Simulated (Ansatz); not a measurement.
The calculation's input:

```
crystal:
  periodic: [false, false, false]
  atoms:
    - { symbol: Ge, position_ang: [-0.7241, 0.181, -0.3455] }
    - { symbol: Cl, position_ang: [0.4574, -1.0519, -2.2968] }
    - { symbol: H, position_ang: [-1.9237, -0.7858, -0.5556] }
    - { symbol: H, position_ang: [-1.2623, 1.5529, -0.6872] }
    - { symbol: C, position_ang: [0.1547, -0.2875, 1.3579] }
    - { symbol: H, position_ang: [1.2783, 0.3594, -1.6667] }
    - { symbol: F, position_ang: [1.0642, 1.1926, -0.8363] }
    - { symbol: H, position_ang: [-0.5966, -0.4562, 2.1229] }
    - { symbol: H, position_ang: [0.7236, -1.2043, 1.2291] }
    - { symbol: H, position_ang: [0.8285, 0.4999, 1.6782] }
basis:
  gaussian: { orbitals: def2-SVP }
hamiltonian:
  xc: b3lyp
relax:
  f_tol: 0.15
  max_steps: 25
  restrain:
    - { distance: [0, 6], at: 3.07, k: 30.0 }
    - { distance: [5, 1], at: 2.63, k: 30.0 }
    - { distance: [0, 1], at: 2.22, k: 30.0 }
    - { distance: [5, 6], at: 0.88, k: 30.0 }
output:
  orbitals: {}
```

Launched as:

```sh
ansatz run input.yaml --threads 2 --pin off --max-ram 3072MiB --backend cpu --events-out ev --progress --plain --runs-dir out
```

The fields are those of the run's last geometry, not of the input's.

Not at a stationary point (largest force 1.1 eV/Å).

The calculation used RKS B3LYP/def2-SVP (Ansatz 0.2.0).

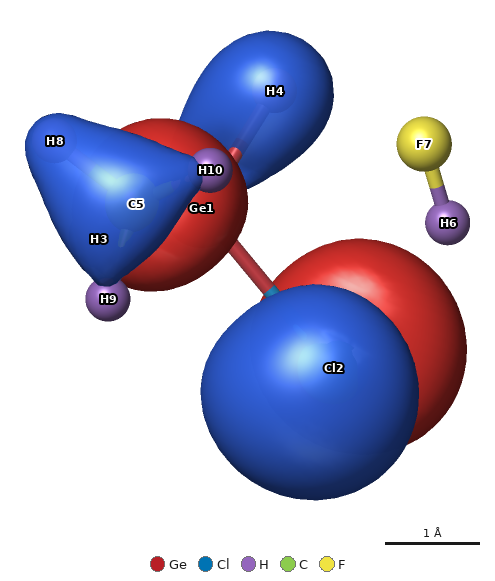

CH5ClGe···HF. The HOMO at ±0.1 Å⁻³ᐟ² (blue and red are the two phases), seen from one side.

Question: Describe this orbital and give its energy.

Answer: Its weight (Hirshfeld) is mainly on Cl2 (about 65 %), C5 (about 15 %) and Ge1 (about 10 %); largely a lone pair of Cl2. Its energy is −8.18 eV.
